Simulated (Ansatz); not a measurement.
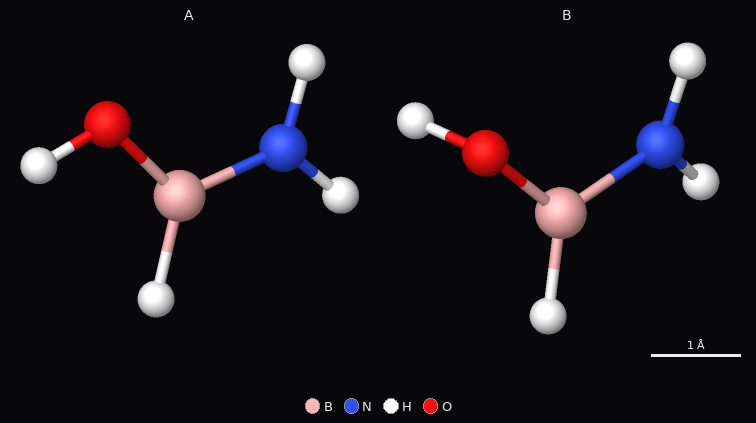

Two geometries of BNH4O, drawn at one scale. One is the start of a relaxation, the other its converged end. Style: ball-and-stick. Shown from a free direction.

The calculation used RKS r2SCAN-D4/def2-SVP (Ansatz). Settings: no spin polarisation; force threshold 0.02 eV/Å; at most 40 steps.

Which one is relaxed?

Structure A is the relaxed one. The run prepares the start of a later molecular dynamics calculation, from a guessed geometry. An H atom moves most after the best rigid fit: 0.72 Å. Largest moves by element: H 0.72 Å, O 0.46 Å, B 0.26 Å, N 0.04 Å. Near-neighbour distances that change, for instance: B–N 1.550 → 1.403 Å, H–O 1.010 → 0.962 Å, H–N 1.060 → 1.014 Å, B–O 1.410 → 1.372 Å. Bond angles that change, for instance: H–N–H 120.0° → 114.5°, B–N–H 120.0° → 123.0°, B–O–H 109.5° → 112.1°. Groups turn about B–O by about 90°. After 9 geometry steps the energy has fallen by 100.0 kJ/mol. Largest force component: 3.4 eV/Å at the start, 0.0039 eV/Å at the end. The run took 25 s on 1 thread of Arm Neoverse V1, with other jobs on the host, peak memory 0.13 GiB.
